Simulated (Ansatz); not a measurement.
**SnH4− (doublet): from Hartree-Fock to the top rungs at a displaced geometry (v1), def2-SVPD**

Aim: climb from Hartree-Fock through coupled cluster for SnH4− (doublet) at one geometry and basis, and see what each rung misses.

The runs use Ansatz 0.2.0, Gaussian basis; def2-SVPD, core rule «outside noble gas», up to 9 orbitals frozen.

The runs, in order: UHF; CCSD(T) on ROHF; CCSD(T) on UHF; BCCD(T) on ROHF; CISD as a restricted active space (open shells left free, so some higher excitations enter); CCSDT(Q) on ROHF; CCSDT(Q) on UHF.

34 further runs of the same task are left out: 10 for a known fault of the program, 9 that didn't finish, 15 set aside as unsound or not needed. Runs told in other sessions of the task aren't counted.

## 1. What is computed

The geometry is a PBE0/def2-TZVPD stationary point (not a proven minimum) with its atoms shifted at random (size 0.040 Å). No spin-orbit coupling is included. Elements past krypton take def2 core potentials.

5 atoms, charge -1, spin multiplicity 2.

Atoms are counted from 1 here; the program's logs count them from 0.

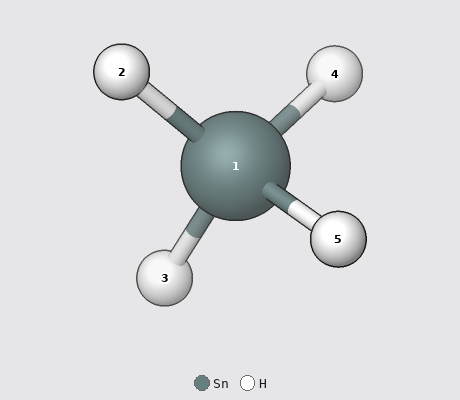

The structure; tin teal, hydrogen white; atoms are numbered from 1 in the order of the file.

Coordinates:

```tsv
atom	x (Å)	y (Å)	z (Å)
Sn1	0.0009	0.0000	0.0014
H2	1.0120	0.9995	1.0031
H3	-0.9668	-0.9685	0.9617
H4	-1.0670	0.9916	-1.0396
H5	0.9180	-1.0189	-1.0841
```

In the tables R marks a restricted open-shell determinant and U an unrestricted one; energies count from the table's Hartree-Fock row.

## 2. UHF

in.yaml reads:

```yaml
crystal:
  periodic: [false, false, false]
  atoms:
    - {symbol: Sn, position_ang: [0.000882, -0.000032, 0.001350]}
    - {symbol: H, position_ang: [1.011951, 0.999527, 1.003094]}
    - {symbol: H, position_ang: [-0.966789, -0.968467, 0.961682]}
    - {symbol: H, position_ang: [-1.066964, 0.991619, -1.039613]}
    - {symbol: H, position_ang: [0.917951, -1.018898, -1.084103]}
basis:
  gaussian: {orbitals: def2-SVPD}
total_charge: -1
magnetization: {spin_polarized: true, initial_magnetization: 1}
hamiltonian: {xc: hf}
output: {orbitals: {seedname: orbitals}}
```

Command:

```console
$ ansatz run in.yaml --threads 1 --pin off --events-out ev --progress --plain --max-ram 2393MiB
```

The program printed:

```text
Functional definition: HF
  name "HF"
  cite "Fock, Z. Phys. 61, 126 (1930) doi:10.1007/BF01340294"
  parent pbe
  exchange = exact_x
  correlation = 0
742 factors; integrals over basis functions are off by at most 2.6e-4 eV
mean field evaluation 1: about -5864.8141 eV, gradient 1.1e1 eV
mean field evaluation 2: about -5864.8460 eV, gradient 1.1e1 eV
mean field evaluation 4: about -5865.9121 eV, gradient 1.1e0 eV
mean field evaluation 8: about -5865.9422 eV, gradient 6.3e-2 eV
mean field evaluation 16: about -5864.7988 eV, gradient 3.2e0 eV
mean field evaluation 32: about -5865.0016 eV, gradient 3.1e-1 eV
mean field evaluation 64: about -5864.8656 eV, gradient 6.5e-2 eV
mean field evaluation 96: about -5865.3669 eV, gradient 1.2e0 eV
a density is far from that of the atoms, so the factors are made again for it
744 factors; integrals over basis functions are off by at most 2.6e-4 eV
mean field -5865.94256582 eV, -215.5694132152 hartree, gradient 1.4e-5 eV, S^2 0.751977; 0 other end points of the search recorded, 0 dependent functions left out
reference -5865.94256582 eV, -215.5694132152 hartree; 14, 13 occupied and 50, 51 virtual orbitals, 744 factors
Total energy: -5865.94256582 eV, -215.5694132152 hartree
```

It took 2.2 s on 1 thread of Arm Neoverse V1, shared host.

From the report: ⟨S²⟩ of the determinant 0.752 (pure doublet: 0.75).

## 3. CCSD(T) on ROHF

Edit in.yaml of step 2 so:

```diff
@@ -11,4 +11,4 @@
 total_charge: -1
-magnetization: {spin_polarized: true, initial_magnetization: 1}
-hamiltonian: {xc: hf}
-output: {orbitals: {seedname: orbitals}}
+magnetization: {spin_polarized: false, initial_magnetization: 1}
+correlation: {method: ccsd_t, electrons: outside_noble_gas}
+output: {forces: true}
```

Launched as before.

The program printed (excerpt; [...] marks lines left out):

```text
Functional definition: HF
  name "HF"
  cite "Fock, Z. Phys. 61, 126 (1930) doi:10.1007/BF01340294"
  parent pbe
[...]
742 factors; integrals over basis functions are off by at most 2.6e-4 eV
[...]
a density is far from that of the atoms, so the factors are made again for it
744 factors; integrals over basis functions are off by at most 2.6e-4 eV
[...]
mean field -5865.93267526 eV, -215.5690497438 hartree, gradient 2.0e-6 eV, S^2 0.750000; 13 other end points of the search recorded, 0 dependent functions left out
[...]
determinant -5865.93267526 eV, -215.5690497438 hartree, with singles and doubles -5870.11472350 eV, -215.7227371819 hartree
determinant -5864.96804282 eV, -215.5336001555 hartree, with singles and doubles -5869.20819665 eV, -215.6894229348 hartree
determinant -5864.84492403 eV, -215.5290756235 hartree, with singles and doubles -5869.04569684 eV, -215.6834511768 hartree
[...]
reference -5865.93267526 eV, -215.5690497438 hartree; 5, 4 occupied and 50, 51 virtual orbitals, 744 factors
second order -3.27812057 eV of doubles, -0.00527290 eV of singles
cycle   1  -4.14221466 eV  change   -1.6e-1 eV  update   2.8e-2
[...]
cycle  16  -4.15680048 eV  change    1.1e-8 eV  update   2.5e-7
perturbative correction -0.10415950 eV, -0.0038277909 hartree
[...]
Total energy: -5870.19363523 eV, -215.7256371347 hartree
Atom 0 at     0.000882    -0.000032     0.001350 Å, force     0.100301     0.653044    -0.992955 eV/Å
Atom 1 at     1.011951     0.999527     1.003094 Å, force     0.158497     0.112662     0.090571 eV/Å
Atom 2 at    -0.966789    -0.968467     0.961682 Å, force    -0.594644    -0.619273     0.649764 eV/Å
Atom 3 at    -1.066964     0.991619    -1.039613 Å, force     0.186624    -0.094945     0.233264 eV/Å
Atom 4 at     0.917951    -1.018898    -1.084103 Å, force     0.149223    -0.051489     0.019355 eV/Å
Dipole moment:     0.022579     0.013411     0.017066 e Å
```

Run time: 19 s. Hardware: 1 thread of Arm Neoverse V1, shared host; peak memory 0.3 GiB.

From the report: correlation -4.2610 eV; T1 0.024; largest double amplitude 0.02.

## 4. CCSD(T) on UHF

Edit in.yaml of step 3 so:

```diff
@@ -11,3 +11,3 @@
 total_charge: -1
-magnetization: {spin_polarized: false, initial_magnetization: 1}
+magnetization: {spin_polarized: true, initial_magnetization: 1}
 correlation: {method: ccsd_t, electrons: outside_noble_gas}
```

The command is unchanged.

The program printed (excerpt; [...] marks lines left out):

```text
Functional definition: HF
  name "HF"
  cite "Fock, Z. Phys. 61, 126 (1930) doi:10.1007/BF01340294"
  parent pbe
[...]
742 factors; integrals over basis functions are off by at most 2.6e-4 eV
[...]
a density is far from that of the atoms, so the factors are made again for it
744 factors; integrals over basis functions are off by at most 2.6e-4 eV
[...]
mean field -5865.94256582 eV, -215.5694132152 hartree, gradient 2.1e-6 eV, S^2 0.751977; 13 other end points of the search recorded, 0 dependent functions left out
determinant -5865.94256582 eV, -215.5694132152 hartree, with singles and doubles -5870.11451204 eV, -215.7227294109 hartree
determinant -5865.00674683 eV, -215.5350225017 hartree, with singles and doubles -5869.21490083 eV, -215.6896693088 hartree
determinant -5864.87099431 eV, -215.5300336885 hartree, with singles and doubles -5869.05282332 eV, -215.6837130701 hartree
[...]
reference -5865.94256582 eV, -215.5694132152 hartree; 5, 4 occupied and 50, 51 virtual orbitals, 744 factors
second order -3.27593537 eV of doubles, -0.00000000 eV of singles
cycle   1  -4.13300713 eV  change   -1.6e-1 eV  update   2.7e-2
[...]
cycle  16  -4.14735547 eV  change    7.6e-8 eV  update   2.6e-7
perturbative correction -0.10395588 eV, -0.0038203079 hartree
[...]
Total energy: -5870.19387717 eV, -215.7256460256 hartree
Atom 0 at     0.000882    -0.000032     0.001350 Å, force     0.100321     0.652942    -0.992918 eV/Å
Atom 1 at     1.011951     0.999527     1.003094 Å, force     0.158913     0.112992     0.091139 eV/Å
Atom 2 at    -0.966789    -0.968467     0.961682 Å, force    -0.594731    -0.619400     0.649859 eV/Å
Atom 3 at    -1.066964     0.991619    -1.039613 Å, force     0.186050    -0.094611     0.232838 eV/Å
Atom 4 at     0.917951    -1.018898    -1.084103 Å, force     0.149448    -0.051923     0.019081 eV/Å
Dipole moment:     0.022578     0.013384     0.017117 e Å
```

Wall time 19 s (1 thread of Arm Neoverse V1, shared host); peak memory 0.3 GiB.

From the report: ⟨S²⟩ of the determinant 0.752 (pure doublet: 0.75); correlation -4.2513 eV; T1 0.022; largest double amplitude 0.02.

## 5. BCCD(T) on ROHF

Edit in.yaml of step 4 so:

```diff
@@ -11,4 +11,3 @@
 total_charge: -1
-magnetization: {spin_polarized: true, initial_magnetization: 1}
-correlation: {method: ccsd_t, electrons: outside_noble_gas}
-output: {forces: true}
+magnetization: {spin_polarized: false, initial_magnetization: 1}
+correlation: {method: bccd_t, electrons: outside_noble_gas}
```

The command is unchanged.

The program printed (excerpt; [...] marks lines left out):

```text
Functional definition: HF
  name "HF"
  cite "Fock, Z. Phys. 61, 126 (1930) doi:10.1007/BF01340294"
  parent pbe
[...]
742 factors; integrals over basis functions are off by at most 2.6e-4 eV
[...]
a density is far from that of the atoms, so the factors are made again for it
744 factors; integrals over basis functions are off by at most 2.6e-4 eV
[...]
mean field -5865.93267526 eV, -215.5690497438 hartree, gradient 2.0e-6 eV, S^2 0.750000; 13 other end points of the search recorded, 0 dependent functions left out
[...]
determinant -5865.93267526 eV, -215.5690497438 hartree, with singles and doubles -5870.11472350 eV, -215.7227371819 hartree
determinant -5864.96804282 eV, -215.5336001555 hartree, with singles and doubles -5869.20819665 eV, -215.6894229348 hartree
determinant -5864.84492403 eV, -215.5290756235 hartree, with singles and doubles -5869.04569684 eV, -215.6834511768 hartree
determinant -5864.73791489 eV, -215.5251431101 hartree, with singles and doubles -5869.01779736 eV, -215.6824258898 hartree
determinant -5863.84381257 eV, -215.4922854560 hartree, with singles and doubles -5867.99788697 eV, -215.6449448742 hartree
9 core orbitals not correlated: weight in the atoms' cores, before any rotation towards them, 0.998 or more for the frozen orbitals, at most 0.001 for the correlated occupied ones
reference -5865.93267526 eV, -215.5690497438 hartree; 5, 4 occupied and 50, 51 virtual orbitals, 744 factors
second order -3.27812057 eV of doubles, -0.00527290 eV of singles
cycle   1  -4.14486249 eV  change   -1.7e-1 eV  update   2.8e-2
[...]
cycle  11  -4.15274424 eV  change    1.2e-6 eV  update   9.7e-6
perturbative correction -0.10914751 eV, -0.0040110971 hartree
Total energy: -5870.19456702 eV, -215.7256713770 hartree
```

It took 13 s on 1 thread of Arm Neoverse V1, shared host; peak memory 0.27 GiB.

From the report: correlation -4.2619 eV; largest double amplitude 0.02.

## 6. CISD as a restricted active space (open shells left free, so some higher excitations enter)

Edit in.yaml of step 5 so:

```diff
@@ -12,2 +12,2 @@
 magnetization: {spin_polarized: false, initial_magnetization: 1}
-correlation: {method: bccd_t, electrons: outside_noble_gas}
+correlation: {active_space: {ras: {orbitals: [4, 1, 50], electrons: 9, max_holes: 2, max_particles: 2}, fixed_orbitals: true}}
```

Same command.

The program printed (excerpt; [...] marks lines left out):

```text
Functional definition: HF
  name "HF"
  cite "Fock, Z. Phys. 61, 126 (1930) doi:10.1007/BF01340294"
  parent pbe
[...]
742 factors; integrals over basis functions are off by at most 2.6e-4 eV
[...]
a density is far from that of the atoms, so the factors are made again for it
744 factors; integrals over basis functions are off by at most 2.6e-4 eV
[...]
mean field -5865.93267526 eV, -215.5690497438 hartree, gradient 2.0e-6 eV, S^2 0.750000; 9 other end points of the search recorded, 0 dependent functions left out
reference -5865.93267526 eV, -215.5690497438 hartree; 14, 13 occupied and 50, 51 virtual orbitals, 744 factors
state -5869.82407896 eV, -215.7120561919 hartree
Total energy: -5869.82407896 eV, -215.7120561919 hartree
```

Wall time 7 s (1 thread of Arm Neoverse V1, shared host).

From the report: 105,955 determinants.

## 7. CCSDT(Q) on ROHF

Edit in.yaml of step 6 so:

```diff
@@ -12,2 +12,2 @@
 magnetization: {spin_polarized: false, initial_magnetization: 1}
-correlation: {active_space: {ras: {orbitals: [4, 1, 50], electrons: 9, max_holes: 2, max_particles: 2}, fixed_orbitals: true}}
+correlation: {method: ccsdt_q, electrons: outside_noble_gas}
```

Same command.

The program printed (excerpt; [...] marks lines left out):

```text
Functional definition: HF
  name "HF"
  cite "Fock, Z. Phys. 61, 126 (1930) doi:10.1007/BF01340294"
  parent pbe
[...]
1280 factors; integrals over basis functions are off by at most 1.3e-7 eV
[...]
a density is far from that of the atoms, so the factors are made again for it
1311 factors; integrals over basis functions are off by at most 8.5e-8 eV
[...]
mean field -5865.93275145 eV, -215.5690525439 hartree, gradient 3.8e-6 eV, S^2 0.750000; 9 other end points of the search recorded, 0 dependent functions left out
[...]
determinant -5865.93275145 eV, -215.5690525439 hartree, with singles and doubles -5870.11436237 eV, -215.7227239107 hartree
determinant -5864.96812016 eV, -215.5336029976 hartree, with singles and doubles -5869.21046184 eV, -215.6895061790 hartree
determinant -5864.84500146 eV, -215.5290784690 hartree, with singles and doubles -5869.04764884 eV, -215.6835229115 hartree
9 core orbitals not correlated: weight in the atoms' cores, before any rotation towards them, 0.998 or more for the frozen orbitals, at most 0.001 for the correlated occupied ones
reference -5865.93275145 eV, -215.5690525439 hartree; 5, 4 occupied and 50, 51 virtual orbitals, 1311 factors
second order -3.27813300 eV of doubles, -0.00527290 eV of singles
cycle   1  -3.90103629 eV  change   -6.2e-1 eV  update   7.7e-2
[...]
cycle  18  -4.28574260 eV  change    2.8e-7 eV  update   3.5e-7
perturbative correction -0.00307618 eV, -0.0001130474 hartree
Total energy: -5870.22157023 eV, -215.7266637269 hartree
```

Run time: 2.5 min. Hardware: 1 thread of Arm Neoverse V1, shared host; peak memory 0.74 GiB.

From the report: correlation -4.2888 eV; T1 0.025; largest double amplitude 0.03.

## 8. CCSDT(Q) on UHF

Edit in.yaml of step 7 so:

```diff
@@ -11,3 +11,3 @@
 total_charge: -1
-magnetization: {spin_polarized: false, initial_magnetization: 1}
+magnetization: {spin_polarized: true, initial_magnetization: 1}
 correlation: {method: ccsdt_q, electrons: outside_noble_gas}
```

The command is unchanged.

The program printed (excerpt; [...] marks lines left out):

```text
Functional definition: HF
  name "HF"
  cite "Fock, Z. Phys. 61, 126 (1930) doi:10.1007/BF01340294"
  parent pbe
[...]
1280 factors; integrals over basis functions are off by at most 1.3e-7 eV
[...]
a density is far from that of the atoms, so the factors are made again for it
1314 factors; integrals over basis functions are off by at most 8.5e-8 eV
[...]
mean field -5865.94264203 eV, -215.5694160159 hartree, gradient 3.8e-6 eV, S^2 0.751977; 12 other end points of the search recorded, 0 dependent functions left out
determinant -5865.94264203 eV, -215.5694160159 hartree, with singles and doubles -5870.11424556 eV, -215.7227196181 hartree
determinant -5865.00682392 eV, -215.5350253348 hartree, with singles and doubles -5869.21475319 eV, -215.6896638830 hartree
determinant -5864.87107173 eV, -215.5300365338 hartree, with singles and doubles -5869.05264200 eV, -215.6837064066 hartree
determinant -5864.71345603 eV, -215.5242442637 hartree, with singles and doubles -5868.99746531 eV, -215.6816787009 hartree
9 core orbitals not correlated: weight in the atoms' cores, before any rotation towards them, 0.998 or more for the frozen orbitals, at most 0.001 for the correlated occupied ones
reference -5865.94264203 eV, -215.5694160159 hartree; 5, 4 occupied and 50, 51 virtual orbitals, 1314 factors
second order -3.27594772 eV of doubles, -0.00000000 eV of singles
cycle   1  -3.89323557 eV  change   -6.2e-1 eV  update   7.6e-2
[...]
cycle  17  -4.27604759 eV  change   -8.0e-7 eV  update   3.7e-7
perturbative correction -0.00326366 eV, -0.0001199374 hartree
Total energy: -5870.22195328 eV, -215.7266778038 hartree
```

It took 2.3 min on 1 thread of Arm Neoverse V1, shared host; peak memory 0.67 GiB.

From the report: ⟨S²⟩ of the determinant 0.752 (pure doublet: 0.75); correlation -4.2793 eV; T1 0.023; largest double amplitude 0.03.

## 9. All levels against the top one

The yardstick is UCCSDT(Q), where the cluster series has nearly closed. Rows without a time are mean-field rows or come out of runs for another level: lower rungs of the coupled-cluster runs, or the Hartree-Fock search. The times of RCCSD(T), UCCSD(T) include forces.

Differences are taken before rounding.

```tsv
method	energy from the lowest ROHF (meV)	from UCCSDT(Q) (meV)	time
ROHF	0.0	+4289.3	
UHF	-9.9	+4279.4	
RMP2	-3283.4	+1005.9	
UMP2	-3285.8	+1003.5	
RCCSD	-4156.8	+132.5	
UCCSD	-4157.2	+132.0	
RCCSD(T)	-4261.0	+28.3	19 s
UCCSD(T)	-4261.2	+28.1	19 s
BCCD(T)	-4261.9	+27.4	13 s
RCCSDT	-4285.8	+3.5	
UCCSDT	-4286.0	+3.3	
RCCSDT(Q)	-4288.9	+0.4	2.5 min
UCCSDT(Q)	-4289.3	0	2.3 min
```

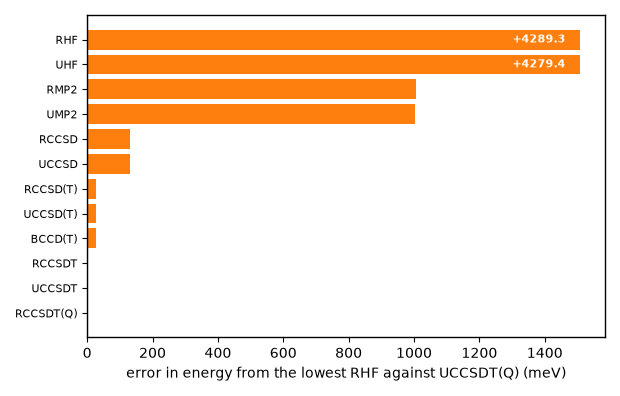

Deviations from UCCSDT(Q), method by method. Bars with a number in them are cut short.

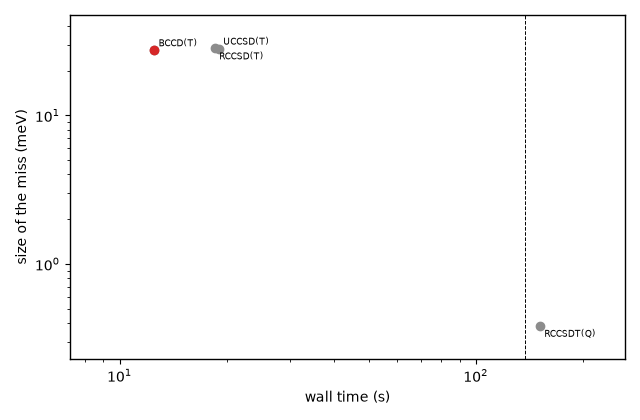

Miss against cost. Red marks the levels that no quicker level drawn beats (of those quicker than the yardstick), and the dashed line is the time of UCCSDT(Q). Times are from a shared host.

Not comparable, so not listed: CISD as a restricted active space (open shells left free, so some higher excitations enter) (they don't share determinant, frozen orbitals or solution with the rows shown, or repeat one).

## 10. Outcome

| quantity | value |
| --- | --- |
| UCCSDT(Q) from the ROHF energy | -4.2893 eV |
| RMP2 from UCCSDT(Q) | +1005.9 meV |
| UMP2 from UCCSDT(Q) | +1003.5 meV |
| RCCSD from UCCSDT(Q) | +132.5 meV |
| RCCSD(T) from UCCSDT(Q) | +28.3 meV |
| UCCSD(T) from UCCSDT(Q) | +28.1 meV |
| RCCSDT(Q) from UCCSDT(Q) | +0.4 meV |
| levels within 1 kcal/mol (43 meV) | RCCSD(T), UCCSD(T), BCCD(T), RCCSDT, UCCSDT, RCCSDT(Q) |
| T1 diagnostic | 0.024 |

In words: RCCSD(T) lands +28.3 meV from the yardstick (0.7 % of the correlation energy). These misses are within one basis, not against nature; the frozen cores of restricted and unrestricted runs differ, which can shift their rows. The highest orbital lies above zero: the basis alone holds the extra electron.

For cost: BCCD(T) gets within 27.4 meV in 13 s, where UCCSDT(Q) took 2.3 min.
